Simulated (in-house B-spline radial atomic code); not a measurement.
**Rb⁵⁺: excited configurations**

Wanted: excitation energies of Rb⁵⁺ as differences of total energies (ΔSCF).

Program: in-house B-spline radial atomic code version 1. Level of theory: scalar-relativistic (spin-free one-electron X2C) revTPSS, spin-polarised, spherical fractional occupations, Fermi nucleus, basis-set limit. These are calculated values, not measurements, unless marked.

## (1) The atom as given

| Property | Result |
| --- | --- |
| element | rubidium (Z = 37) |
| charge | +5 |
| electrons | 32 |
| configuration | [Ar] 3d10 4s2 4p2 |
| Hamiltonian | scalar-relativistic (X2C) |
| nucleus | Fermi, rms radius 4.204 fm |

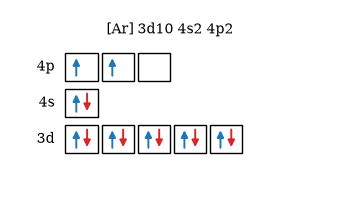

Occupation of the outer shells (arrows by Hund's rule).

Where spins are not typed, each open shell is filled with up spins first.

## (2) The reference configuration

Input settings:

```ini
Z = 37
electrons = 32.0
configuration = [Ar] 3d10 4s2 4p2
hamiltonian = x2c
method = revtpss,revtpss
spin_polarised = True
nucleus = fermi
rms_radius = 4.2036
mass_number = 85
atomic_mass = 84.91178973604
speed_of_light = 137.035999084
```

## (3) Run with [Ne] 3s2 3p5 3d10 4s2 4p2 4d1

The settings differ from step 2 so:

```diff
@@ -2,3 +2,3 @@
 electrons = 32.0
-configuration = [Ar] 3d10 4s2 4p2
+configuration = [Ne] 3s2 3p5 3d10 4s2 4p2 4d1
 hamiltonian = x2c
```

## (4) [Ne] 3s2 3p5 3d10 4s2 4p2 5d1

The settings differ from step 3 so:

```diff
@@ -2,3 +2,3 @@
 electrons = 32.0
-configuration = [Ne] 3s2 3p5 3d10 4s2 4p2 4d1
+configuration = [Ne] 3s2 3p5 3d10 4s2 4p2 5d1
 hamiltonian = x2c
```

## (5) Configuration [Ar] 3d10 4s1 4p2 5d1

The settings differ from step 4 so:

```diff
@@ -2,3 +2,3 @@
 electrons = 32.0
-configuration = [Ne] 3s2 3p5 3d10 4s2 4p2 5d1
+configuration = [Ar] 3d10 4s1 4p2 5d1
 hamiltonian = x2c
```

## (6) [Ar] 3d10 4s1 4p3

The settings differ from step 5 so:

```diff
@@ -2,3 +2,3 @@
 electrons = 32.0
-configuration = [Ar] 3d10 4s1 4p2 5d1
+configuration = [Ar] 3d10 4s1 4p3
 hamiltonian = x2c
```

## (7) [Ar] 3d10 4s1 4p2 5s1

The settings differ from step 6 so:

```diff
@@ -2,3 +2,3 @@
 electrons = 32.0
-configuration = [Ar] 3d10 4s1 4p3
+configuration = [Ar] 3d10 4s1 4p2 5s1
 hamiltonian = x2c
```

## (8) Configuration [Ar] 3d9 4s2 4p2 5f1

The settings differ from step 7 so:

```diff
@@ -2,3 +2,3 @@
 electrons = 32.0
-configuration = [Ar] 3d10 4s1 4p2 5s1
+configuration = [Ar] 3d9 4s2 4p2 5f1
 hamiltonian = x2c
```

## (9) Run with [Ar] 3d10 4s1 4p2 4f1

The settings differ from step 8 so:

```diff
@@ -2,3 +2,3 @@
 electrons = 32.0
-configuration = [Ar] 3d9 4s2 4p2 5f1
+configuration = [Ar] 3d10 4s1 4p2 4f1
 hamiltonian = x2c
```

## (10) Configuration [Ne] 3s2 3p5 3d10 4s2 4p2 5p1

The settings differ from step 9 so:

```diff
@@ -2,3 +2,3 @@
 electrons = 32.0
-configuration = [Ar] 3d10 4s1 4p2 4f1
+configuration = [Ne] 3s2 3p5 3d10 4s2 4p2 5p1
 hamiltonian = x2c
```

How far above the reference does each configuration lie (order and size, in eV)?

The runs gave:

| net move | configuration | 2|M_S|+1 | energy above the reference (eV) | largest <r> (bohr) |
| --- | --- | --- | --- | --- |
| 4s → 4p | [Ar] 3d10 4s1 4p3 | 5 | 13.401 | 1.45 |
| 4s → 5s | [Ar] 3d10 4s1 4p2 5s1 | 5 | 52.239 | 2.70 |
| 4s → 4f | [Ar] 3d10 4s1 4p2 4f1 | 5 | 64.419 | 2.45 |
| 4s → 5d | [Ar] 3d10 4s1 4p2 5d1 | 5 | 67.920 | 3.61 |
| 3d → 5f | [Ar] 3d9 4s2 4p2 5f1 | 5 | 168.22 | 4.51 |
| 3p → 4d | [Ne] 3s2 3p5 3d10 4s2 4p2 4d1 | 5 | 253.46 | 1.71 |
| 3p → 5p | [Ne] 3s2 3p5 3d10 4s2 4p2 5p1 | 5 | 271.58 | 2.94 |
| 3p → 5d | [Ne] 3s2 3p5 3d10 4s2 4p2 5d1 | 5 | 281.04 | 3.54 |

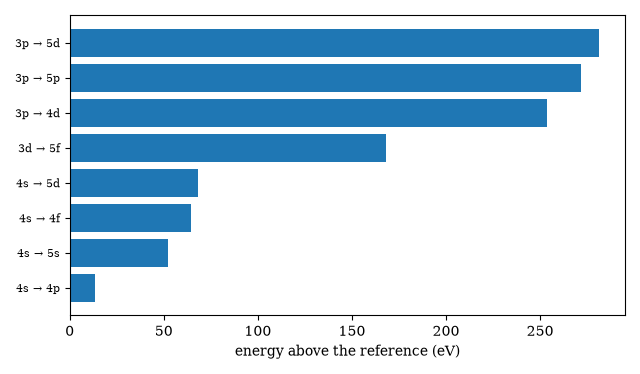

The configurations in order of energy, labelled by the net move of electrons.

The energies run from 13.401 eV (4s → 4p) to 281.04 eV (3p → 5d). 4 of them lie more than 60 % above minus the reference's highest level (76.462 eV), in the range where a state can decay by emitting an electron. The reference has 2|M_S|+1 = 3; 8 of the configurations differ from it in spin. These are spherical averages at the typed spins, not spectroscopic levels.
